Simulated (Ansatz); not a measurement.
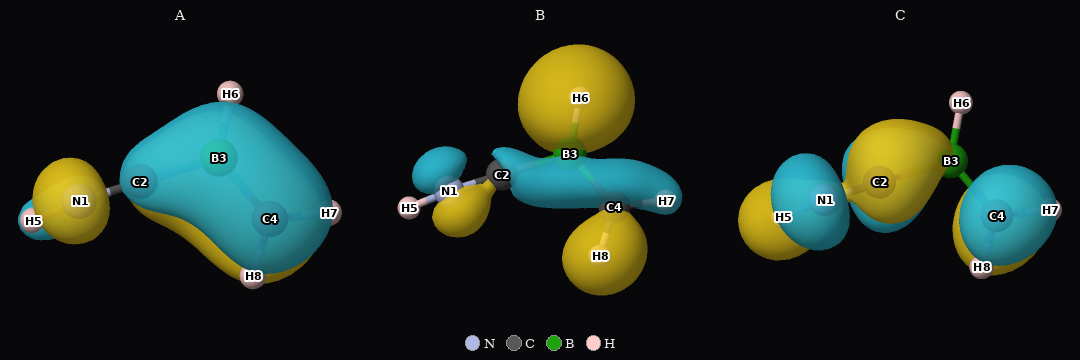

*C2H4BN. Three frontier orbitals at ±0.1 Å⁻³ᐟ² (yellow and cyan are the two phases), in no order.*

Geometry: PBE0-D4/def2-TZVP.

Method: RKS PBE0-D4/def2-TZVPP in Ansatz 0.2.0.

```
atom    x (Å)    y (Å)    z (Å)
   N  -1.0219   1.7487  -0.5457
   C  -0.2411   0.9671  -0.1507
   B   0.6937  -0.0502   0.4353
   C   0.2194  -1.4050   0.2536
   H  -1.3119   2.2630  -1.3564
   H   1.6995   0.3454   0.9461
   H   0.7766  -2.2750   0.5916
   H  -0.7222  -1.6513  -0.2296
```

Q: Order the three orbitals by energy and name them.

A: B is the HOMO−1 (−9.21 eV). It lies mainly on H6 (about 35 %), B3 (about 30 %), C4 (about 15 %) and H8 (about 10 %). A is the HOMO (−6.33 eV). Its weight (Hirshfeld) is mainly on C4 (about 40 %), B3 (about 30 %), C2 (about 10 %) and N1 (about 10 %); π-bonding across C4–B3. C is the LUMO (−1.96 eV). By Hirshfeld shares it lies mainly on C2 (about 30 %), C4 (about 25 %), N1 (about 20 %), B3 (about 10 %) and H5 (about 5 %).

Q: What is the HOMO–LUMO gap?

A: 4.37 eV between the orbital energies.
